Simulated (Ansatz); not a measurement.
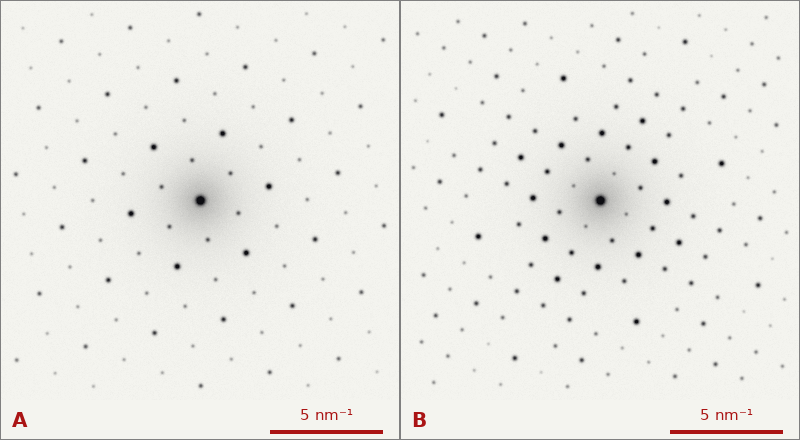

Kinematic electron diffraction patterns (200 kV, B = 0.5 Å², same scale, each along a low-index zone) of two structures of composition Cs2Si, each relaxed at zero pressure with DFT PBE, scalar-relativistic, plane waves, PAW in Ansatz 0.2.0.

The structures (standard cells):
1. P6/mmm (No. 191), a = 6.327 Å, c = 3.671 Å (hexagonal axes), 3 atoms; generated start, possibly hypothetical
2. I4/mcm (No. 140), a = 10.498 Å, c = 5.280 Å, 12 atoms; generated start, possibly hypothetical

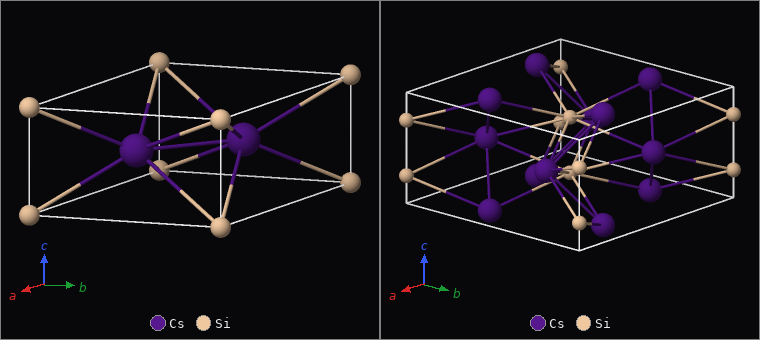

Drawings of the structures 1 to 2, from left to right (each may span several cells).

Which pattern belongs to which structure, and along which zone?

A is structure 1 along [001]: hexagonal net of 1 -1 0 at d = 5.48 Å and 1 0 0 at d = 5.48 Å, 60.0° apart. B is structure 2 along [001]: square net of 1 -1 0 at d = 7.42 Å and 1 1 0 at d = 7.42 Å, 90.0° apart (some points of this net are extinct or too weak to see).

Which structure lies lowest at this level of theory, and by how much?

Structure 2 (I4/mcm, 48.49 Å³ an atom) is the lowest of these; structure 1 (P6/mmm, 42.42 Å³ an atom) lies about 160 meV an atom higher. These are static energies at 0 K; other structures, not shown, may lie lower still.
